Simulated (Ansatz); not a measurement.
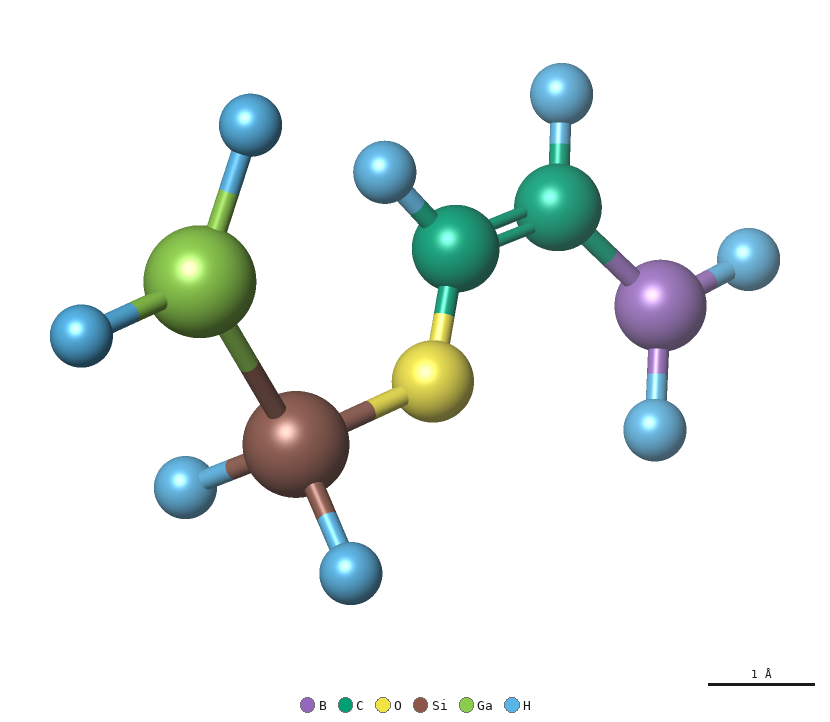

Ball-and-stick drawing of a structure. Multiple sticks mark multiple bonds (one Kekulé form).

Question: Give the formula.

Answer: C₂H₈BGaOSi, 14 atoms: 2 carbon, 8 hydrogen, 1 boron, 1 gallium, 1 oxygen and 1 silicon.

Question: Which point group does it belong to?

Answer: C1.

More results for the same structure follow; atom numbers are the same in all pictures, views and colours differ. The computed structure is the end point of a PBE0-D4/def2-TZVP optimisation.

**Electronic properties**

Level of theory: RKS CAM-B3LYP-D4/def2-TZVPP (Ansatz 0.2.0).

Question: What is the LUMO energy (Kohn–Sham orbital)?

Answer: −1.61 eV.

Question: Estimate the HOMO energy (Kohn–Sham orbital).

Answer: −8.54 eV.

Question: Estimate the dispersion correction.

Answer: −28.3 kJ/mol.

**Dipole moment**

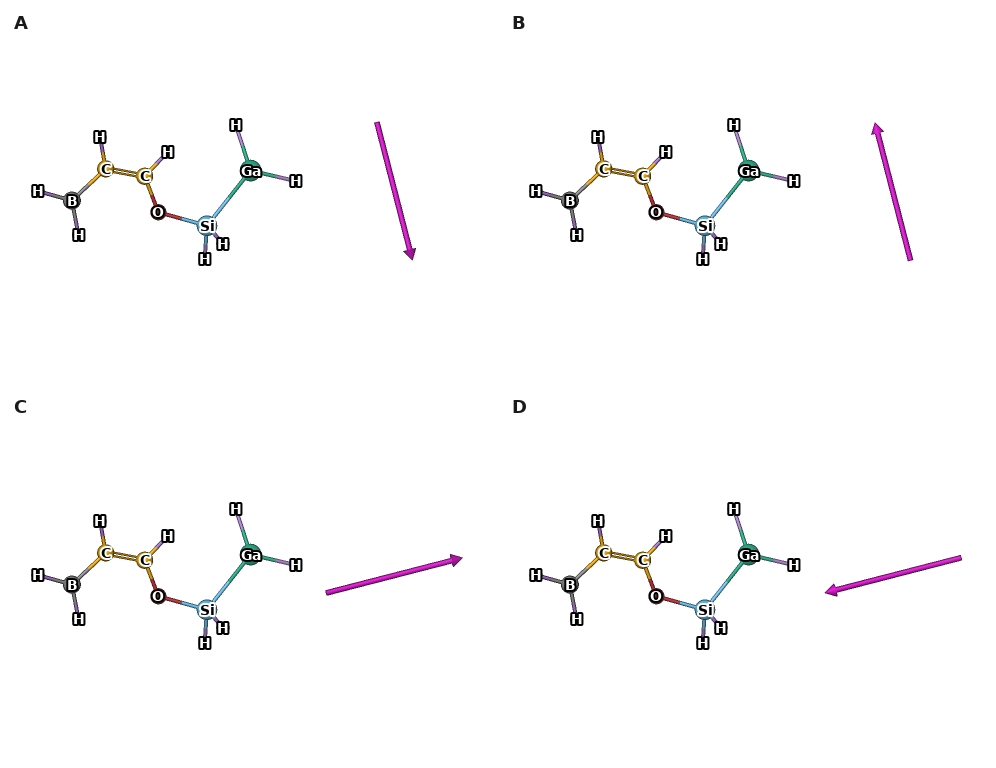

The same molecule four times, each with an arrow. Method: RKS PBE0-D4/def2-TZVP (Ansatz 0.2.0).

Question: Which arrow points along the dipole moment, from the negative to the positive end?

Answer: C. The dipole moment is 3.32 D.

**Vibrations**

Harmonic vibrations computed with RKS PBE0-D4/def2-TZVP (Ansatz 0.2.0) at a stationary point of the same level.

Question: How many vibrational modes are there, and where do they lie?

Answer: 36 modes: 26, 57, 84, 113, 156, 265, 272, 310, 330, 350, 420, 548, 586, 737, 739, 787, 839, 847, 907, 933, 1005, 1016, 1034, 1159, 1241, 1324, 1461, 1642, 1959, 1967, 2193, 2230, 2579, 2655, 3087, 3172 cm⁻¹.
